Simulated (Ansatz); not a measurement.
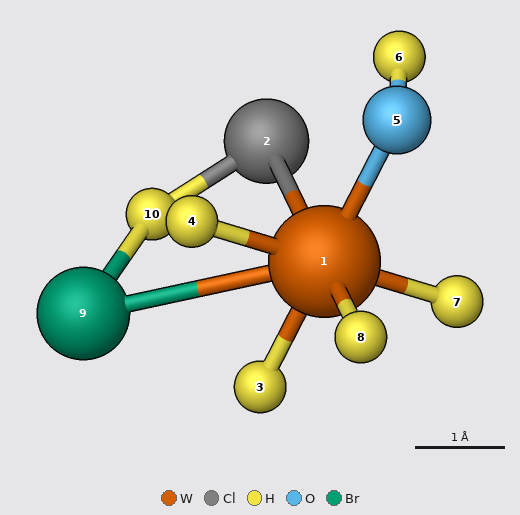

The starting structure (ball-and-stick view, seen at a tilt; atoms are numbered from 1 in the order of the input). Sticks mark near contacts. Bond lengths as drawn: Br–H 1.80 Å, Br–W 2.87 Å, Cl–H 1.61 Å, Cl–W 2.74 Å, H–O 1.01 Å, H–W 1.72 Å and O–W 1.94 Å.

Run report: WH6BrClO, geometry relaxation (part 1 of 2)

The run: geometry relaxation of WH6BrClO. Method and program: RKS PBE0-D4/def2-SVP (Ansatz 0.2.0).

The run did not end well. The input holds or restrains some coordinates. It belongs to a series of runs on one base structure; here: pulled along the bonds that form and break, towards end A.

**Log**
```
The last accepted step is kept in [file] (removed where the run ends without a failure and the disk answers)
Engine: ansatz 0.2.0, aarch64-unknown-linux-gnu
Functional definition: PBE0
  parameter a = 0.25
  parameter kappa = 0.804
  parameter beta = 0.06672455060314922
  exchange = (1 - a)*pbe_x(kappa = kappa, mu = beta*pi^2/3) + a*exact_x
  correlation = pbe_c(beta = beta)
1327 factors; integrals over basis functions are off by at most 4.0e-4 eV
mean field evaluation 1: about -86499.4644 eV, gradient 5.2e1 eV
mean field evaluation 2: about -86379.4203 eV, gradient 2.2e2 eV
mean field evaluation 4: about -86503.1333 eV, gradient 2.8e1 eV
mean field evaluation 8: about -86505.3747 eV, gradient 9.0e-1 eV
mean field evaluation 16: about -86505.4361 eV, gradient 5.4e-3 eV
mean field -86505.43605291 eV, -3179.0161394539 hartree, gradient 5.2e-5 eV, S^2 0.000000; 0 other end points of the search recorded, 0 dependent functions left out
the calculation of the forces begins
reference -86505.43609855 eV, -3179.0161411311 hartree; 40, 40 occupied and 86, 86 virtual orbitals, 1327 factors
relax step   1: F+E_penalty+E_count = -86505.68311749 eV  Δ(F+E_penalty+E_count) = +0.000e0 eV  max|allowed force component| = 4.014e0 eV/Å  E_restraint = 28.82292372 eV  max|allowed force component, restraints' pulls added| = 2.276e1 eV/Å  Δτ_max = 0.0000 Å  (42 SCF iters, accepted)
  distance W 0 - Br 8 = 2.8700 Å
  distance H 9 - Cl 1 = 1.6071 Å
  distance W 0 - Cl 1 = 2.7400 Å
  distance H 9 - Br 8 = 1.7985 Å
these checks for a lower state are left out or cut short: starts, cluster_reference, orbital_swaps, neighbouring_geometries, increment
1327 factors; integrals over basis functions are off by at most 5.8e-4 eV
mean field evaluation 32: about -86505.7193 eV, gradient 6.2e-2 eV
mean field -86505.77938510 eV, -3179.0287566793 hartree, gradient 1.8e-5 eV, S^2 0.000000; 0 other end points of the search recorded, 0 dependent functions left out
[... from here on the field's lines of each further geometry are left out, up to the last ...]
relax step   2: F+E_penalty+E_count = -86506.02100297 eV  Δ(F+E_penalty+E_count) = -3.379e-1 eV  max|allowed force component| = 4.169e0 eV/Å  E_restraint = 12.42482334 eV  max|allowed force component, restraints' pulls added| = 1.575e1 eV/Å  Δτ_max = 0.1920 Å  (52 SCF iters, accepted)
relax step   3: F+E_penalty+E_count = -86506.70179643 eV  Δ(F+E_penalty+E_count) = -6.808e-1 eV  max|allowed force component| = 4.471e0 eV/Å  E_restraint = 3.64677970 eV  max|allowed force component, restraints' pulls added| = 7.563e0 eV/Å  Δτ_max = 0.1913 Å  (55 SCF iters, accepted)
relax step   4: F+E_penalty+E_count = -86508.02865160 eV  Δ(F+E_penalty+E_count) = -1.327e0 eV  max|allowed force component| = 2.420e0 eV/Å  E_restraint = 0.39295656 eV  max|allowed force component, restraints' pulls added| = 3.369e0 eV/Å  Δτ_max = 0.1948 Å  (50 SCF iters, accepted)
relax step   5: F+E_penalty+E_count = -86509.42860515 eV  Δ(F+E_penalty+E_count) = -1.400e0 eV  max|allowed force component| = 1.397e0 eV/Å  E_restraint = 0.06669857 eV  max|allowed force component, restraints' pulls added| = 1.397e0 eV/Å  Δτ_max = 0.1948 Å  (42 SCF iters, accepted)
relax step   6: F+E_penalty+E_count = -86510.16851220 eV  Δ(F+E_penalty+E_count) = -7.399e-1 eV  max|allowed force component| = 1.013e0 eV/Å  E_restraint = 0.04096621 eV  max|allowed force component, restraints' pulls added| = 9.033e-1 eV/Å  Δτ_max = 0.1950 Å  (41 SCF iters, accepted)
relax step   7: F+E_penalty+E_count = -86510.37803582 eV  Δ(F+E_penalty+E_count) = -2.095e-1 eV  max|allowed force component| = 1.201e0 eV/Å  E_restraint = 0.02770345 eV  max|allowed force component, restraints' pulls added| = 1.177e0 eV/Å  Δτ_max = 0.1908 Å  (40 SCF iters, accepted)
relax step   8: F+E_penalty+E_count = -86510.44285426 eV  Δ(F+E_penalty+E_count) = -6.482e-2 eV  max|allowed force component| = 1.451e0 eV/Å  E_restraint = 0.01733515 eV  max|allowed force component, restraints' pulls added| = 8.322e-1 eV/Å  Δτ_max = 0.1945 Å  (35 SCF iters, accepted)
relax step   9: F+E_penalty+E_count = -86510.54264892 eV  Δ(F+E_penalty+E_count) = -9.979e-2 eV  max|allowed force component| = 1.347e0 eV/Å  E_restraint = 0.03028162 eV  max|allowed force component, restraints' pulls added| = 3.931e-1 eV/Å  Δτ_max = 0.2000 Å  (34 SCF iters, accepted)
relax step  10: F+E_penalty+E_count = -86510.63695299 eV  Δ(F+E_penalty+E_count) = -9.430e-2 eV  max|allowed force component| = 1.246e0 eV/Å  E_restraint = 0.03635621 eV  max|allowed force component, restraints' pulls added| = 4.983e-1 eV/Å  Δτ_max = 0.2000 Å  (39 SCF iters, accepted)
relax step  11: F+E_penalty+E_count = -86510.67473248 eV  Δ(F+E_penalty+E_count) = -3.778e-2 eV  max|allowed force component| = 1.144e0 eV/Å  E_restraint = 0.05139767 eV  max|allowed force component, restraints' pulls added| = 4.400e-1 eV/Å  Δτ_max = 0.0705 Å  (34 SCF iters, accepted)
relax step  12: F+E_penalty+E_count = -86510.68928367 eV  Δ(F+E_penalty+E_count) = -1.455e-2 eV  max|allowed force component| = 1.130e0 eV/Å  E_restraint = 0.03804222 eV  max|allowed force component, restraints' pulls added| = 2.412e-1 eV/Å  Δτ_max = 0.2000 Å  (34 SCF iters, accepted)
relax step  13: F+E_penalty+E_count = -86510.62755809 eV  Δ(F+E_penalty+E_count) = +6.173e-2 eV  max|allowed force component| = 1.778e0 eV/Å  E_restraint = 0.00523749 eV  max|allowed force component, restraints' pulls added| = 1.696e0 eV/Å  Δτ_max = 0.1997 Å  (34 SCF iters, rejected (line search))
relax step  14: F+E_penalty+E_count = -86510.70064908 eV  Δ(F+E_penalty+E_count) = -1.137e-2 eV  max|allowed force component| = 1.214e0 eV/Å  E_restraint = 0.03864605 eV  max|allowed force component, restraints' pulls added| = 8.526e-2 eV/Å  Δτ_max = 0.0998 Å  (34 SCF iters, accepted)
relax step  15: F+E_penalty+E_count = -86510.70229553 eV  Δ(F+E_penalty+E_count) = -1.646e-3 eV  max|allowed force component| = 1.303e0 eV/Å  E_restraint = 0.03336548 eV  max|allowed force component, restraints' pulls added| = 2.392e-1 eV/Å  Δτ_max = 0.0988 Å  (35 SCF iters, accepted)
relax step  16: F+E_penalty+E_count = -86510.70327248 eV  Δ(F+E_penalty+E_count) = -9.769e-4 eV  max|allowed force component| = 1.419e0 eV/Å  E_restraint = 0.02686199 eV  max|allowed force component, restraints' pulls added| = 4.830e-1 eV/Å  Δτ_max = 0.1463 Å  (34 SCF iters, accepted)
relax step  17: F+E_penalty+E_count = -86510.71405197 eV  Δ(F+E_penalty+E_count) = -1.078e-2 eV  max|allowed force component| = 1.411e0 eV/Å  E_restraint = 0.03331369 eV  max|allowed force component, restraints' pulls added| = 4.945e-1 eV/Å  Δτ_max = 0.1940 Å  (35 SCF iters, accepted)
relax step  18: F+E_penalty+E_count = -86510.75567644 eV  Δ(F+E_penalty+E_count) = -4.162e-2 eV  max|allowed force component| = 1.256e0 eV/Å  E_restraint = 0.05521735 eV  max|allowed force component, restraints' pulls added| = 8.180e-1 eV/Å  Δτ_max = 0.1929 Å  (38 SCF iters, accepted)
relax step  19: F+E_penalty+E_count = -86510.77057760 eV  Δ(F+E_penalty+E_count) = -1.490e-2 eV  max|allowed force component| = 1.357e0 eV/Å  E_restraint = 0.04258059 eV  max|allowed force component, restraints' pulls added| = 1.865e-1 eV/Å  Δτ_max = 0.1453 Å  (38 SCF iters, accepted)
relax step  20: F+E_penalty+E_count = -86510.78146049 eV  Δ(F+E_penalty+E_count) = -1.088e-2 eV  max|allowed force component| = 1.511e0 eV/Å  E_restraint = 0.05263568 eV  max|allowed force component, restraints' pulls added| = 1.070e0 eV/Å  Δτ_max = 0.1960 Å  (36 SCF iters, accepted)
relax step  21: F+E_penalty+E_count = -86510.83098592 eV  Δ(F+E_penalty+E_count) = -4.953e-2 eV  max|allowed force component| = 1.457e0 eV/Å  E_restraint = 0.04039546 eV  max|allowed force component, restraints' pulls added| = 1.636e-1 eV/Å  Δτ_max = 0.2000 Å  (38 SCF iters, accepted)
relax step  22: F+E_penalty+E_count = -86510.84358343 eV  Δ(F+E_penalty+E_count) = -1.260e-2 eV  max|allowed force component| = 1.415e0 eV/Å  E_restraint = 0.04328828 eV  max|allowed force component, restraints' pulls added| = 9.871e-2 eV/Å  Δτ_max = 0.0640 Å  (38 SCF iters, accepted)
relax step  23: F+E_penalty+E_count = -86510.84266671 eV  Δ(F+E_penalty+E_count) = +9.167e-4 eV  max|allowed force component| = 1.538e0 eV/Å  E_restraint = 0.03138133 eV  max|allowed force component, restraints' pulls added| = 7.093e-1 eV/Å  Δτ_max = 0.1963 Å  (37 SCF iters, accepted)
the calculation of the forces begins
reference -86510.62621436 eV, -3179.2068743693 hartree; 40, 40 occupied and 86, 86 virtual orbitals, 1325 factors
relax step  24: F+E_penalty+E_count = -86510.84532366 eV  Δ(F+E_penalty+E_count) = -2.657e-3 eV  max|allowed force component| = 1.522e0 eV/Å  E_restraint = 0.02502437 eV  max|allowed force component, restraints' pulls added| = 4.826e-1 eV/Å  Δτ_max = 0.0617 Å  (38 SCF iters, accepted)
  distance W 0 - Br 8 = 3.7643 Å
  distance H 9 - Cl 1 = 2.5664 Å
  distance W 0 - Cl 1 = 2.3739 Å
  distance H 9 - Br 8 = 1.5131 Å
these checks for a lower state are left out or cut short: starts, cluster_reference, orbital_swaps, neighbouring_geometries, increment
1322 factors; integrals over basis functions are off by at most 7.6e-4 eV
mean field -86510.64585901 eV, -3179.2075962968 hartree, gradient 7.6e-5 eV, S^2 0.000000; 0 other end points of the search recorded, 0 dependent functions left out
the calculation of the forces begins
reference -86510.64590526 eV, -3179.2075979963 hartree; 40, 40 occupied and 86, 86 virtual orbitals, 1322 factors
relax step  25: F+E_penalty+E_count = -86510.86537016 eV  Δ(F+E_penalty+E_count) = -2.005e-2 eV  max|allowed force component| = 1.346e0 eV/Å  E_restraint = 0.04292216 eV  max|allowed force component, restraints' pulls added| = 3.936e-1 eV/Å  Δτ_max = 0.2000 Å  (35 SCF iters, accepted)
```

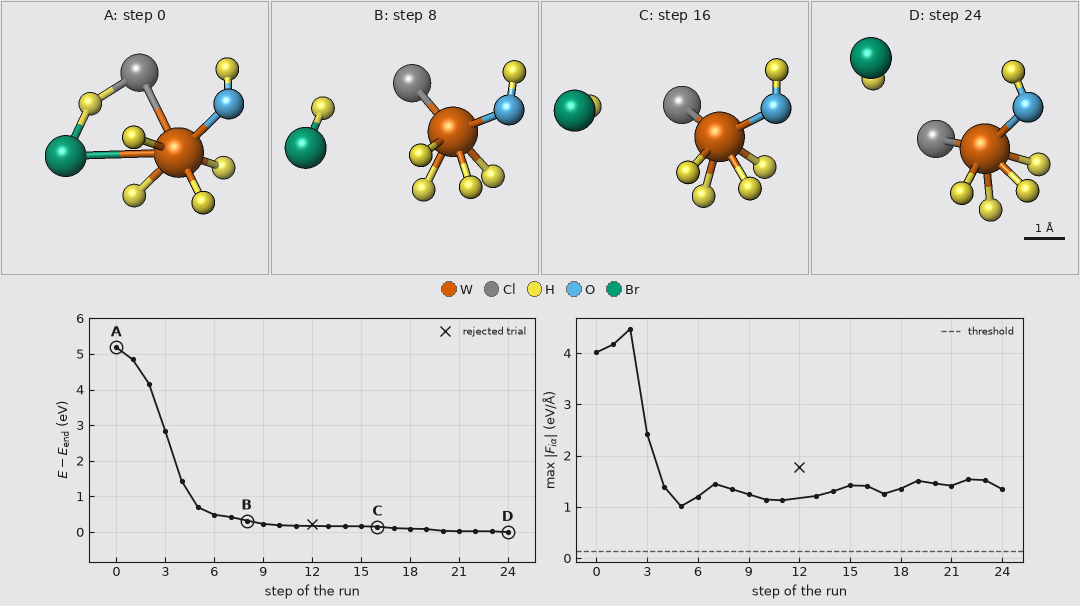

Frames of the restrained relaxation (ball-and-stick view, seen at a tilt) above the curves, on which the letters mark them (the first geometry is step 0 here and step 1 in the log).

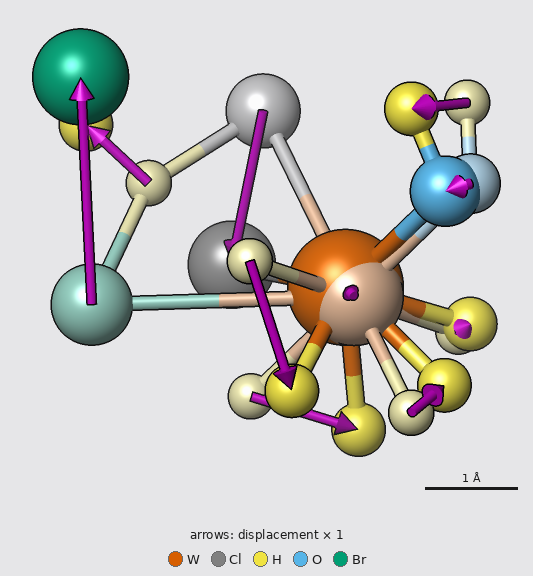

Start (faint) and end (solid) with the displacements as pink arrows, at true length (ball-and-stick view, seen at a tilt). The two geometries are laid on each other by the best rigid fit. The relaxation stopped without meeting its thresholds, so the last structure isn't shown to be converged. After 24 geometry steps the energy has fallen by 5.182 eV. Largest force component: 4 eV/Å at the start, 1.3 eV/Å at the end. The line search rejected the trial step at point 12 (counted from 0) and went back. Br9 moves most after the best rigid fit: 2.53 Å. Largest moves by element: Br 2.53 Å, Cl 1.82 Å, H 1.52 Å, O 0.35 Å, W 0.21 Å. Among the contacts that change: Cl2–H10 1.607 → 2.565 Å, W1–Br9 2.870 → 3.762 Å, W1–Cl2 2.740 → 2.372 Å, Br9–H10 1.799 → 1.501 Å. Bonds break: W1–Br9 (2.87 → 3.76 Å). Among the angles that change: H4–W1–H7 180.0° → 117.1°, Cl2–W1–O5 90.0° → 138.9°, H3–W1–O5 180.0° → 132.7°. (Atoms are counted from 1 in the order of the input.)

```
  distance W 0 - Br 8 = 3.7615 Å
  distance H 9 - Cl 1 = 2.5654 Å
  distance W 0 - Cl 1 = 2.3721 Å
  distance H 9 - Br 8 = 1.5005 Å
```
